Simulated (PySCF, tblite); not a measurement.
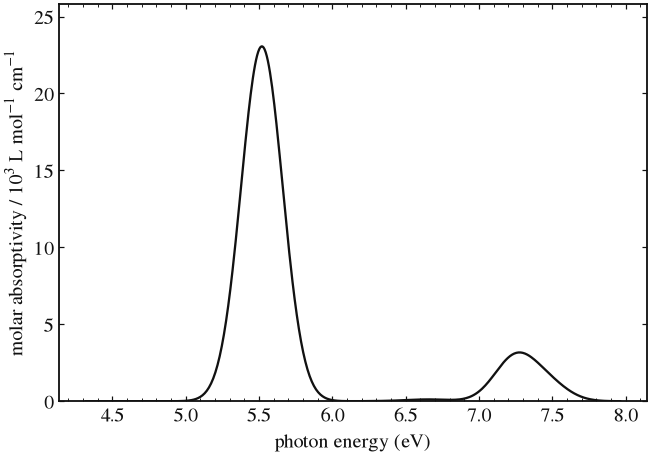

Vertical TDDFT excitations, CAM-B3LYP/def2-SVPD, PySCF, at a GFN2-xTB geometry (a minimum by its frequencies), gas phase. The lowest 8 singlet states are shown; each is broadened by a Gaussian of 1/e half-width 0.20 eV.

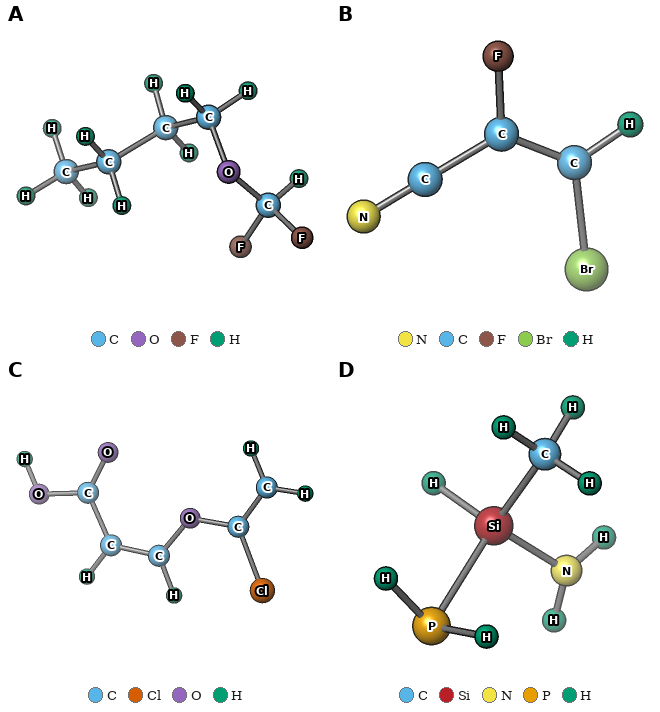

### Whose absorption spectrum is this? The candidates are drawn in the second picture.

Structure B, C₃HBrFN, SMILES N#C/C(F)=C\Br. Its lowest singlet lies at 5.52 eV (f = 0.284) and the brightest of those computed is S1 at 5.52 eV (225 nm), f = 0.284, mainly HOMO → LUMO (96 %).

Note: the tight-binding geometry is rougher than a DFT one and adds to the error; spin-orbit coupling is left out, and with Br it can shift these levels and split any degenerate set; core orbitals are frozen in the response.
